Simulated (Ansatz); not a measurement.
## A hypothetical structure for ScOs3

This structure for ScOs3 is made up. Its elements were placed in a known structure type with a cell scaled to their sizes. What cell does the guess relax to, and how far off was it?

Method: DFT, PBE, plane-wave PAW, files of the set soft_1, scalar-relativistic, no spin, cell and ions relaxed at zero pressure; PAW set soft_1, in the first sound run; inputs show where later runs differ, in Ansatz 0.2.0.

## 1. The structure

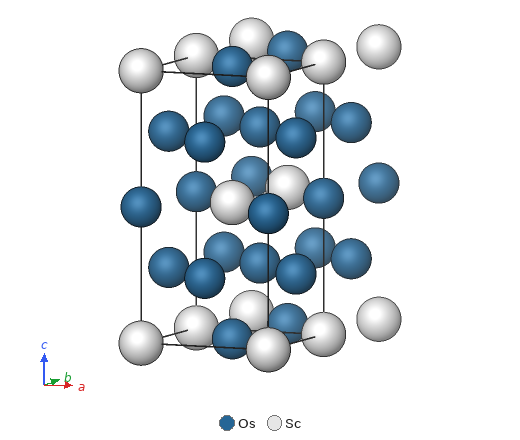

Start, viewed slightly off an axis; osmium blue, scandium white. 1×2×1 cells are drawn. This picture shows the conventional cell, with its axes. Some periodic images of atoms are drawn too.

## 2. Relaxing cell and atoms

The guess takes its coordinates from another compound and its volume from a rule, so the cell and any free coordinates are relaxed together.

The input, input.yaml:

```yaml
crystal:
  lattice:
    - [-2.0575, 2.0575, 4.0695]
    - [2.0575, -2.0575, 4.0695]
    - [2.0575, 2.0575, -4.0695]
  atoms:
    - { symbol: Os, position: [0.5, 0.5, 0.0] }
    - { symbol: Os, position: [0.25, 0.75, 0.5] }
    - { symbol: Os, position: [0.75, 0.25, 0.5] }
    - { symbol: Sc, position: [0.0, 0.0, 0.0] }
kpoints:
  mp_grid: { grid: [9, 9, 9] }
scf:
  occupations: { method: fermi_dirac, width: 0.05 }
hamiltonian:
  xc: pbe
  pseudopotentials: { kind: paw, azcp: { folder: soft_1 } }
relax:
  f_tol: 0.015
  max_steps: 70
  cell: {}
output:
  forces: true
  stress: true
```

The run is started by

```bash
ansatz run input.yaml --threads 4 --pin off --max-ram 8192MiB --backend cpu --events-out ev --progress --plain --runs-dir out
```

Numbers of over 12 decimals in the logs are rounded to 6 here.

The log of the run:

```text
Engine: ansatz 0.2.0, x86_64-unknown-linux-gnu
Pseudopotentials: kind: paw
Pseudopotential: Os, paw, valence charge 16, recommended cutoff 420 eV (normal), soft_1/Os.paw.azcp
Pseudopotential: Sc, paw, valence charge 11, recommended cutoff 420 eV (normal), soft_1/Sc.paw.azcp
Functional definition: PBE
  parameter kappa = 0.804
  parameter beta = 0.066725
  exchange = pbe_x(kappa = kappa, mu = beta*pi^2/3)
  correlation = pbe_c(beta = beta)
Crystal: 4 atoms, lattice volume = 68.910 Å³
Basis set: ecut = 420 eV, 1329 PW (Γ), exchange–correlation on 72×72×72 points (8 copies of the dense FFT grid, shifted against one another)
Bands: 36, of which v1, the nominal top of the filled ones, is band 30 counted from 1 (29 counted from 0)
Symmetry: 16 space group operations
Space group: I4/mmm (ITA 139), of the structure as read, at distance tolerance 4.1e-5 Å
k-points: 75 of 729
Non-local potential: Os, projectors of the file, l = 0: 3, l = 1: 2, l = 2: 2, l = 3: 1
Non-local potential: Sc, projectors of the file, l = 0: 3, l = 1: 2, l = 2: 3, l = 3: 1
PAW form: soft (Blöchl's): semilocal exchange-correlation on the pseudo side does not see the compensation charge
PAW one-centre angular grid: Os, 590 points (default); XC on 64 Gauss nodes
PAW one-centre angular grid: Sc, 590 points (default); XC on 64 Gauss nodes
Initial density: superposition of atomic densities (chi_scale 0.1, normalization cell, long waves kept (reshape's long-wave potential 0.00 eV rms))
Initial wavefunctions: pseudopotential atomic-orbital guess
Functional: x = pbe(κ = 0.804, μ = 0.219515), c = pbe(β = 0.066725)
SCF iter   1: F=—  HF=-36295.833384 eV  |F-HF|=—  |Δ(HF+E_count)|=         —  Δρ=1.44e-1  dr2=2.97e1  ethr=3.10e-3  ⟨swp⟩=3.4  Hψ=8220  notcnv=0
preconditioner: auto → Kerker (q_TF=auto, 2.659 Å⁻¹)  [metal: Δε(μ)=0.006 eV  Ē_g=4.176 eV  σ=0.050 eV  W_gap=0.03  n_scr=22 (ndim 8)  ℏωp=23.2 eV  f_vac=0.000  D(μ)=5.14/eV (n_scr^D=60)]
SCF iter   2: F=—  HF=-36293.280354 eV  |F-HF|=—  |Δ(HF+E_count)|=    2.55e0  Δρ=6.42e-2  dr2=6.10e0  ethr=3.10e-3  ⟨swp⟩=2.1  Hψ=4615  notcnv=0  defer=15
SCF iter   3: F=—  HF=-36292.597915 eV  |F-HF|=—  |Δ(HF+E_count)|=   6.82e-1  Δρ=1.57e-2  dr2=3.61e-1  ethr=3.10e-3  ⟨swp⟩=2.7  Hψ=4723  notcnv=0  defer=14
SCF iter   4: F=—  HF=-36292.542884 eV  |F-HF|=—  |Δ(HF+E_count)|=   5.50e-2  Δρ=4.56e-3  dr2=2.95e-2  ethr=6.12e-4  ⟨swp⟩=2.3  Hψ=3717  notcnv=0  defer=10
SCF iter   5: F=—  HF=-36292.536945 eV  |F-HF|=—  |Δ(HF+E_count)|=   5.94e-3  Δρ=1.16e-3  dr2=1.75e-3  ethr=5.01e-5  ⟨swp⟩=2.1  Hψ=3844  notcnv=0  defer=10
SCF iter   6: F=—  HF=-36292.536674 eV  |F-HF|=—  |Δ(HF+E_count)|=   2.71e-4  Δρ=2.52e-4  dr2=7.73e-5  ethr=2.97e-6  ⟨swp⟩=2.0  Hψ=3453  notcnv=0  defer=10
SCF iter   7: F=—  HF=-36292.536667 eV  |F-HF|=—  |Δ(HF+E_count)|=   7.00e-6  Δρ=5.42e-5  dr2=2.83e-6  ethr=1.31e-7  ⟨swp⟩=2.0  Hψ=3849  notcnv=0  defer=10
SCF iter   8: F=-36292.536666 eV  HF=-36292.536667 eV  |F-HF|=7.41e-8  |Δ(HF+E_count)|=   5.09e-7  Δρ=1.05e-5  dr2=9.55e-8  ethr=1.69e-10  ⟨swp⟩=2.9  Hψ=9981  notcnv=0
SCF 1 converged in 8 iterations: F = -36292.536666 eV  dr2 = 9.55e-8
  greatest PAW one-centre occupation: 1.000 electrons in one spin orbital (limit 2), on the Os atom at site 2 (counted from 0), in its partial waves of l = 0
relax step   1: F+E_penalty+E_count = -36292.53666646 eV  Δ(F+E_penalty+E_count) = +0.000e0 eV  max|allowed force component| = 4.770e-18 eV/Å  Δτ_max = 0.0000 Å  P = -22.186 GPa  Ω = 68.910 Å³  (8 SCF iters, dr2 threshold 1.00e-7 eV, accepted)
Crystal: 4 atoms, lattice volume = 59.780 Å³
Basis set: ecut = 420 eV, 1145 PW (Γ), exchange–correlation on 72×72×72 points (8 copies of the dense FFT grid, shifted against one another)
Initial density: handed on by an earlier stage of this run
Initial wavefunctions: those handed on with the density
iter 1 solved again at ethr=9.01e-4 eV; its pass at ethr=3.10e-3 eV (dr2=5.32e-1 eV) is discarded
SCF iter   1: F=—  HF=-36293.146358 eV  |F-HF|=—  |Δ(HF+E_count)|=         —  Δρ=2.08e-2  dr2=5.39e-1  ethr=9.01e-4  ⟨swp⟩=1.0  Hψ=12833  notcnv=0
preconditioner: auto → Kerker (q_TF=auto, 2.722 Å⁻¹)  [metal: Δε(μ)=0.004 eV  Ē_g=9.571 eV  σ=0.050 eV  W_gap=0.02  n_scr=14 (ndim 8)  ℏωp=27.6 eV  f_vac=0.000  D(μ)=5.41/eV (n_scr^D=68)]
SCF iter   2: F=—  HF=-36293.082491 eV  |F-HF|=—  |Δ(HF+E_count)|=   6.39e-2  Δρ=1.05e-2  dr2=1.50e-1  ethr=9.01e-4  ⟨swp⟩=2.1  Hψ=3177  notcnv=0
SCF iter   3: F=—  HF=-36293.057468 eV  |F-HF|=—  |Δ(HF+E_count)|=   2.50e-2  Δρ=1.67e-3  dr2=3.12e-3  ethr=2.55e-4  ⟨swp⟩=2.3  Hψ=3831  notcnv=0
SCF iter   4: F=—  HF=-36293.056880 eV  |F-HF|=—  |Δ(HF+E_count)|=   5.88e-4  Δρ=3.30e-4  dr2=3.52e-5  ethr=5.29e-6  ⟨swp⟩=2.0  Hψ=3947  notcnv=0
SCF iter   5: F=—  HF=-36293.056896 eV  |F-HF|=—  |Δ(HF+E_count)|=   1.63e-5  Δρ=5.87e-5  dr2=1.51e-6  ethr=5.97e-8  ⟨swp⟩=2.1  Hψ=4601  notcnv=0
SCF iter   6: F=-36293.056896 eV  HF=-36293.056896 eV  |F-HF|=3.84e-8  |Δ(HF+E_count)|=   1.23e-7  Δρ=1.21e-5  dr2=1.07e-7  ethr=6.78e-10  ⟨swp⟩=4.0  Hψ=8331  notcnv=0
SCF 2 converged in 6 iterations: F = -36293.056896 eV  dr2 = 1.07e-7
relax step   2: F+E_penalty+E_count = -36293.05689590 eV  Δ(F+E_penalty+E_count) = -5.202e-1 eV  max|allowed force component| = 6.939e-18 eV/Å  Δτ_max = 0.0000 Å  P = +8.476 GPa  Ω = 59.780 Å³  energy of the carried Pulay correction = +3.130e-3 eV  (6 SCF iters, dr2 threshold 4.00e-7 eV, accepted)
Crystal: 4 atoms, lattice volume = 62.034 Å³
Basis set: ecut = 420 eV, 1233 PW (Γ), exchange–correlation on 72×72×72 points (8 copies of the dense FFT grid, shifted against one another)
iter 1 solved again at ethr=7.05e-5 eV; its pass at ethr=3.10e-3 eV (dr2=4.16e-2 eV) is discarded
SCF iter   1: F=—  HF=-36293.113876 eV  |F-HF|=—  |Δ(HF+E_count)|=         —  Δρ=6.01e-3  dr2=4.37e-2  ethr=7.05e-5  ⟨swp⟩=1.0  Hψ=12373  notcnv=0
preconditioner: auto → Kerker (q_TF=auto, 2.706 Å⁻¹)  [metal: Δε(μ)=0.017 eV  Ē_g=9.385 eV  σ=0.050 eV  W_gap=0.08  n_scr=14 (ndim 8)  ℏωp=27.1 eV  f_vac=0.000  D(μ)=5.77/eV (n_scr^D=68)]
SCF iter   2: F=—  HF=-36293.108777 eV  |F-HF|=—  |Δ(HF+E_count)|=   5.10e-3  Δρ=2.94e-3  dr2=1.17e-2  ethr=7.05e-5  ⟨swp⟩=2.0  Hψ=3177  notcnv=0
SCF iter   3: F=—  HF=-36293.106971 eV  |F-HF|=—  |Δ(HF+E_count)|=   1.81e-3  Δρ=4.37e-4  dr2=1.20e-4  ethr=1.99e-5  ⟨swp⟩=2.0  Hψ=3826  notcnv=0
SCF iter   4: F=—  HF=-36293.106969 eV  |F-HF|=—  |Δ(HF+E_count)|=   2.08e-6  Δρ=7.22e-5  dr2=3.15e-6  ethr=2.04e-7  ⟨swp⟩=2.0  Hψ=3635  notcnv=0
iter 5 did not close the SCF: its close was put off for the readings that it lacked (scf_convergence_deferred on its scf_iter line)
SCF iter   5: F=-36293.106969 eV  HF=-36293.106969 eV  |F-HF|=1.02e-8  |Δ(HF+E_count)|=   8.11e-8  Δρ=1.64e-5  dr2=1.22e-7  ethr=5.35e-9  ⟨swp⟩=2.2  Hψ=3394  notcnv=0
SCF iter   6: F=-36293.106969 eV  HF=-36293.106969 eV  |F-HF|=1.14e-9  |Δ(HF+E_count)|=   1.47e-8  Δρ=3.04e-6  dr2=5.22e-9  ethr=2.07e-10  ⟨swp⟩=1.3  Hψ=7892  notcnv=0
SCF 3 converged in 6 iterations: F = -36293.106969 eV  dr2 = 5.22e-9
relax step   3: F+E_penalty+E_count = -36293.10696857 eV  Δ(F+E_penalty+E_count) = -5.007e-2 eV  max|allowed force component| = 2.602e-18 eV/Å  Δτ_max = 0.0000 Å  P = -1.563 GPa  Ω = 62.034 Å³  energy of the carried Pulay correction = +2.318e-3 eV  (6 SCF iters, dr2 threshold 4.00e-7 eV, accepted)
Crystal: 4 atoms, lattice volume = 61.703 Å³
iter 1 solved again at ethr=6.03e-6 eV; its pass at ethr=3.10e-3 eV (dr2=3.56e-3 eV) is discarded
SCF iter   1: F=—  HF=-36293.110926 eV  |F-HF|=—  |Δ(HF+E_count)|=         —  Δρ=1.73e-3  dr2=3.52e-3  ethr=6.03e-6  ⟨swp⟩=2.8  Hψ=11844  notcnv=0
preconditioner: auto → Kerker (q_TF=auto, 2.708 Å⁻¹)  [metal: Δε(μ)=0.008 eV  Ē_g=9.414 eV  σ=0.050 eV  W_gap=0.04  n_scr=14 (ndim 8)  ℏωp=27.2 eV  f_vac=0.000  D(μ)=5.73/eV (n_scr^D=68)]
SCF iter   2: F=—  HF=-36293.110660 eV  |F-HF|=—  |Δ(HF+E_count)|=   2.66e-4  Δρ=8.46e-4  dr2=9.28e-4  ethr=5.97e-6  ⟨swp⟩=1.0  Hψ=2700  notcnv=0
SCF iter   3: F=—  HF=-36293.110550 eV  |F-HF|=—  |Δ(HF+E_count)|=   1.10e-4  Δρ=1.03e-4  dr2=1.52e-5  ethr=1.57e-6  ⟨swp⟩=1.3  Hψ=2726  notcnv=0
SCF iter   4: F=—  HF=-36293.110563 eV  |F-HF|=—  |Δ(HF+E_count)|=   1.31e-5  Δρ=2.39e-5  dr2=4.27e-7  ethr=2.57e-8  ⟨swp⟩=1.5  Hψ=2988  notcnv=0
iter 5 did not close the SCF: its close was put off for the readings that it lacked (scf_convergence_deferred on its scf_iter line)
SCF iter   5: F=-36293.110563 eV  HF=-36293.110563 eV  |F-HF|=2.41e-8  |Δ(HF+E_count)|=   1.00e-7  Δρ=6.34e-6  dr2=3.41e-8  ethr=7.23e-10  ⟨swp⟩=2.0  Hψ=3658  notcnv=0
SCF iter   6: F=-36293.110563 eV  HF=-36293.110563 eV  |F-HF|=7.35e-10  |Δ(HF+E_count)|=   1.93e-9  Δρ=1.18e-6  dr2=1.19e-9  ethr=5.79e-11  ⟨swp⟩=2.0  Hψ=7513  notcnv=0
SCF 4 converged in 6 iterations: F = -36293.110563 eV  dr2 = 1.19e-9
relax step   4: F+E_penalty+E_count = -36293.11056314 eV  Δ(F+E_penalty+E_count) = -3.595e-3 eV  max|allowed force component| = 6.939e-18 eV/Å  Δτ_max = 0.0000 Å  P = -0.184 GPa  Ω = 61.703 Å³  energy of the carried Pulay correction = +2.436e-3 eV  (6 SCF iters, dr2 threshold 4.00e-7 eV, accepted)
Crystal: 4 atoms, lattice volume = 61.661 Å³
Basis set: ecut = 420 eV, 1217 PW (Γ), exchange–correlation on 72×72×72 points (8 copies of the dense FFT grid, shifted against one another)
iter 1 solved again at ethr=8.20e-6 eV; its pass at ethr=3.10e-3 eV (dr2=4.84e-3 eV) is discarded
SCF iter   1: F=—  HF=-36293.111774 eV  |F-HF|=—  |Δ(HF+E_count)|=         —  Δρ=2.11e-3  dr2=4.77e-3  ethr=8.20e-6  ⟨swp⟩=1.7  Hψ=11296  notcnv=0
preconditioner: auto → Kerker (q_TF=auto, 2.708 Å⁻¹)  [metal: Δε(μ)=0.006 eV  Ē_g=9.424 eV  σ=0.050 eV  W_gap=0.03  n_scr=14 (ndim 8)  ℏωp=27.2 eV  f_vac=0.000  D(μ)=5.71/eV (n_scr^D=68)]
SCF iter   2: F=—  HF=-36293.111482 eV  |F-HF|=—  |Δ(HF+E_count)|=   2.92e-4  Δρ=1.01e-3  dr2=1.24e-3  ethr=8.09e-6  ⟨swp⟩=1.0  Hψ=2700  notcnv=0
SCF iter   3: F=—  HF=-36293.111372 eV  |F-HF|=—  |Δ(HF+E_count)|=   1.10e-4  Δρ=1.13e-4  dr2=1.39e-5  ethr=2.10e-6  ⟨swp⟩=1.0  Hψ=2701  notcnv=0
SCF iter   4: F=—  HF=-36293.111384 eV  |F-HF|=—  |Δ(HF+E_count)|=   1.22e-5  Δρ=2.37e-5  dr2=3.00e-7  ethr=2.36e-8  ⟨swp⟩=2.1  Hψ=3306  notcnv=0
iter 5 did not close the SCF: its close was put off for the readings that it lacked (scf_convergence_deferred on its scf_iter line)
SCF iter   5: F=-36293.111384 eV  HF=-36293.111384 eV  |F-HF|=3.22e-9  |Δ(HF+E_count)|=   5.14e-8  Δρ=3.95e-6  dr2=1.02e-8  ethr=5.09e-10  ⟨swp⟩=2.2  Hψ=3742  notcnv=0
SCF iter   6: F=-36293.111384 eV  HF=-36293.111384 eV  |F-HF|=2.26e-10  |Δ(HF+E_count)|=  7.28e-10  Δρ=9.20e-7  dr2=6.07e-10  ethr=1.74e-11  ⟨swp⟩=1.3  Hψ=6932  notcnv=0
SCF 5 converged in 6 iterations: F = -36293.111384 eV  dr2 = 6.07e-10
relax step   5: F+E_penalty+E_count = -36293.11138440 eV  Δ(F+E_penalty+E_count) = -8.213e-4 eV  max|allowed force component| = 7.156e-18 eV/Å  Δτ_max = 0.0000 Å  P = +0.034 GPa  Ω = 61.661 Å³  energy of the carried Pulay correction = +2.452e-3 eV  (6 SCF iters, dr2 threshold 4.00e-7 eV, accepted)
Crystal: 4 atoms, lattice volume = 61.670 Å³
Basis set: ecut = 420 eV, 1201 PW (Γ), exchange–correlation on 72×72×72 points (8 copies of the dense FFT grid, shifted against one another)
iter 1 solved again at ethr=7.85e-8 eV; its pass at ethr=3.10e-3 eV (dr2=4.63e-5 eV) is discarded
SCF iter   1: F=—  HF=-36293.111381 eV  |F-HF|=—  |Δ(HF+E_count)|=         —  Δρ=2.07e-4  dr2=4.45e-5  ethr=7.85e-8  ⟨swp⟩=2.2  Hψ=10725  notcnv=0
preconditioner: auto → Kerker (q_TF=auto, 2.708 Å⁻¹)  [metal: Δε(μ)=0.003 eV  Ē_g=9.421 eV  σ=0.050 eV  W_gap=0.01  n_scr=14 (ndim 8)  ℏωp=27.2 eV  f_vac=0.000  D(μ)=5.72/eV (n_scr^D=68)]
SCF iter   2: F=—  HF=-36293.111381 eV  |F-HF|=—  |Δ(HF+E_count)|=   7.12e-7  Δρ=9.65e-5  dr2=1.11e-5  ethr=7.54e-8  ⟨swp⟩=1.0  Hψ=2700  notcnv=0
SCF iter   3: F=—  HF=-36293.111389 eV  |F-HF|=—  |Δ(HF+E_count)|=   7.29e-6  Δρ=1.18e-5  dr2=1.52e-7  ethr=1.88e-8  ⟨swp⟩=1.2  Hψ=2722  notcnv=0
iter 4 did not close the SCF: its close was put off for the readings that it lacked (scf_convergence_deferred on its scf_iter line)
SCF iter   4: F=-36293.111389 eV  HF=-36293.111389 eV  |F-HF|=1.16e-9  |Δ(HF+E_count)|=   1.74e-8  Δρ=2.35e-6  dr2=2.55e-9  ethr=2.57e-10  ⟨swp⟩=1.9  Hψ=3131  notcnv=0
iter 5 did not close the SCF: its close was put off for the readings that it lacked (scf_convergence_deferred on its scf_iter line)
SCF iter   5: F=-36293.111389 eV  HF=-36293.111389 eV  |F-HF|=2.18e-11  |Δ(HF+E_count)|=  4.58e-10  Δρ=3.94e-7  dr2=9.85e-11  ethr=4.33e-12  ⟨swp⟩=2.2  Hψ=3900  notcnv=0
SCF iter   6: F=-36293.111389 eV  HF=-36293.111389 eV  |F-HF|=7.28e-12  |Δ(HF+E_count)|=  7.28e-12  Δρ=8.34e-8  dr2=4.78e-12  ethr=1.00e-12  ⟨swp⟩=1.1  Hψ=5765  notcnv=0
SCF 6 converged in 6 iterations: F = -36293.111389 eV  dr2 = 4.78e-12
relax step   6: F+E_penalty+E_count = -36293.11138857 eV  Δ(F+E_penalty+E_count) = -4.173e-6 eV  max|allowed force component| = 3.469e-18 eV/Å  Δτ_max = 0.0000 Å  P = +0.000 GPa  Ω = 61.670 Å³  energy of the carried Pulay correction = +2.448e-3 eV  (6 SCF iters, dr2 threshold 1.60e-8 eV, accepted)
Initial wavefunctions: pseudopotential atomic-orbital guess (no wavefunctions were taken with the density)
iter 1 solved again at ethr=3.00e-8 eV; its pass at ethr=3.10e-3 eV (dr2=1.77e-5 eV) is discarded
SCF iter   1: F=—  HF=-36293.108836 eV  |F-HF|=—  |Δ(HF+E_count)|=         —  Δρ=2.20e-4  dr2=5.21e-6  ethr=3.00e-8  ⟨swp⟩=3.0  Hψ=15413  notcnv=0
preconditioner: auto → Kerker (q_TF=auto, 2.708 Å⁻¹)  [metal: Δε(μ)=0.002 eV  Ē_g=9.421 eV  σ=0.050 eV  W_gap=0.01  n_scr=14 (ndim 8)  ℏωp=27.2 eV  f_vac=0.000  D(μ)=5.72/eV (n_scr^D=68)]
SCF iter   2: F=—  HF=-36293.108843 eV  |F-HF|=—  |Δ(HF+E_count)|=   6.26e-6  Δρ=1.17e-4  dr2=1.39e-6  ethr=8.84e-9  ⟨swp⟩=2.0  Hψ=4894  notcnv=0
SCF iter   3: F=—  HF=-36293.108844 eV  |F-HF|=—  |Δ(HF+E_count)|=   1.15e-6  Δρ=7.05e-6  dr2=8.01e-9  ethr=2.35e-9  ⟨swp⟩=2.0  Hψ=4900  notcnv=0
SCF iter   4: F=—  HF=-36293.108844 eV  |F-HF|=—  |Δ(HF+E_count)|=   6.34e-9  Δρ=9.42e-7  dr2=3.49e-10  ethr=1.36e-11  ⟨swp⟩=2.0  Hψ=3674  notcnv=0
iter 5 did not close the SCF: its close was put off for the readings that it lacked (scf_convergence_deferred on its scf_iter line)
SCF iter   5: F=-36293.108844 eV  HF=-36293.108844 eV  |F-HF|=7.28e-12  |Δ(HF+E_count)|=  3.64e-11  Δρ=1.30e-7  dr2=7.35e-12  ethr=1.00e-12  ⟨swp⟩=1.8  Hψ=2868  notcnv=0
SCF iter   6: F=-36293.108844 eV  HF=-36293.108844 eV  |F-HF|=0.00e0  |Δ(HF+E_count)|=  7.28e-12  Δρ=3.07e-8  dr2=4.60e-13  ethr=1.00e-12  ⟨swp⟩=2.3  Hψ=7946  notcnv=0
SCF 7 converged in 6 iterations: F = -36293.108844 eV  dr2 = 4.60e-13
relax step   7: F+E_penalty+E_count = -36293.10884380 eV  Δ(F+E_penalty+E_count) = +2.545e-3 eV  max|allowed force component| = 5.204e-18 eV/Å  Δτ_max = 0.0000 Å  P = +0.007 GPa  Ω = 61.670 Å³  stress off target by 1.54e-2 GPa  SCF on the basis re-selected at this cell (its energy is not comparable with the rows above)  (6 SCF iters)
basis re-selected at this cell: Δ(F+E_penalty+E_count) = +2.545e-3 eV, ΔP = +0.006 GPa vs the last step (what re-selecting the basis moved, of the pressure what is left beyond the Pulay correction that the steps carried, after the strain that the cell walked since its last selection, with what the two solves' SCF thresholds leave and, on support functions, any second-order correction that the steps lacked; it is no m [...]
SCF converged after 6 iterations
Free energy (F): -36293.108844 eV
Harris-Foulkes:  -36293.108844 eV  (|F-HF|=0.00e0)
Internal energy: -36293.062320 eV  (E = F + TS)
E sigma→0 (E₀):  -36293.085582 eV
Entropy (-TS):   -0.046524 eV (-11.631 meV/atom)
Fermi energy:    20.840757 eV
--- Per-component energies (eV) ---
  E_band       = -435.332456
  E_kinetic    = 1683.511304
  E_local      = -3796.646975  (includes V_loc(G=0)·N_el)
  E_nonlocal   = 733.810790
  E_hartree    = 1354.654452
  E_xc         = -786.568707
  E_vxc        = -843.080867  (∫ρ·V_xc dr)
  E_paw        = -28132.517605  (= ΣΔE_a)
  E_vpaw       = -922.237047  (= ΣTr[D̂ρ^β])
  E_aug_tail   = 0.001433  (compensation charges beyond the density's cutoff)
  E_ewald      = -7349.307011
  E_smearing   = -0.046524  (= −TS)
  E_closure    = 0.000000  (closes the sum)
  Σ components = -36293.108844   (vs F -36293.108844, Δ=0.00e0)
--- Forces (eV/Å), atoms counted from 1 ---
  atom   1  Os     0.00000000     0.00000000    -0.00000000
  atom   2  Os     0.00000000    -0.00000000     0.00000000
  atom   3  Os     0.00000000     0.00000000     0.00000000
  atom   4  Sc    -0.00000000     0.00000000    -0.00000000
  max |Σ_I F_I| component: 6.94e-18 eV/Å
--- Stress (GPa, compression-positive) ---
        0.002344       0.000000       0.000000
        0.000000       0.002344       0.000000
        0.000000       0.000000       0.015401
  P = ⅓ Tr σ = 0.0067 GPa (0.067 kbar)
--- Relaxed structure (6 steps of the walk, 6 accepted, 1 SCFs on fresh bases) ---
  F+E_penalty+E_count = -36293.10884380 eV   max|allowed force component| = 5.204e-18 eV/Å   (the final SCF, on the basis selected at the relaxed cell)
  cell:  # Å, volume = 61.6695 Å³
    - [-1.961963, 1.961963, 4.005241]
    - [1.961963, -1.961963, 4.005241]
    - [1.961963, 1.961963, -4.005241]
  atoms:
    - { symbol: Os, position: [0.5, 0.5, 0] }
    - { symbol: Os, position: [0.25, 0.75, 0.5] }
    - { symbol: Os, position: [0.75, 0.25, 0.5] }
    - { symbol: Sc, position: [0, 0, 0] }
```

Wall time 12 s (4 threads of Intel Xeon Platinum 8488C (Sapphire Rapids), shared host); peak memory 0.63 GiB; 44 s of CPU time.

Relaxation path:

```tsv
step	energy less that of the first step (eV)	largest force component (eV/Å)	pressure (GPa)	volume (Å³)
1	0.0000	0.0000	-22.19	68.91
2	-0.5202	0.0000	8.48	59.78
3	-0.5703	0.0000	-1.56	62.03
4	-0.5739	0.0000	-0.18	61.70
5	-0.5747	0.0000	0.03	61.66
6	-0.5747	0.0000	0.00	61.67
7*	-0.5722	0.0000	0.01	61.67
```

Relaxation steps marked * repeat the geometry before them on a plane-wave basis chosen anew for their cell, so energy and pressure can jump there.

The run keeps the 16 symmetry operations that it works with, so distortions that break them were not tested.

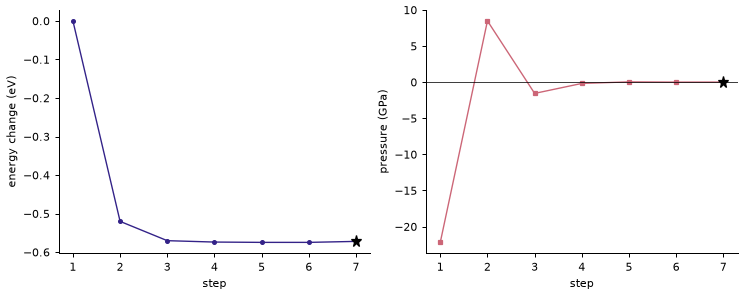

Energy and pressure along the relaxation. Stars mark steps on a basis chosen anew.

```tsv
conventional cell, symmetrised	before	after	change
a (Å)	4.115	3.924	-4.6 %
b (Å)	4.115	3.924	-4.6 %
c (Å)	8.139	8.010	-1.6 %
volume (Å³/atom)	17.23	15.42	-10.5 %
```

This step gave:

```
free energy             : -36293.1088 eV
energy at zero smearing : -36293.0856 eV
smearing term TS        : 0.04652 eV
Fermi energy            : 20.84 eV
electrons               : 59
symmetry operations     : 16
pressure                : 0.006697 GPa
```

The shortest distance of each pair, which need not be the same contact before and after:

```tsv
pair	guess (Å)	relaxed (Å)
Os–Os	2.894	2.775
Os–Sc	2.894	2.775
Sc–Sc	4.115	3.924
```

The relaxation ends with a pressure of 0.01 GPa.

[end of part 1 of 2]

[Logs are printed without paths, hosts, clocks, repeated set-up lines and the standing remarks that a program may print on its own settings, such as how far it seeks lower states.]

[Hosts, paths, dates, database ids (printed as entryN), source tags and the programs' standing remarks are cut or masked in the printed files.]
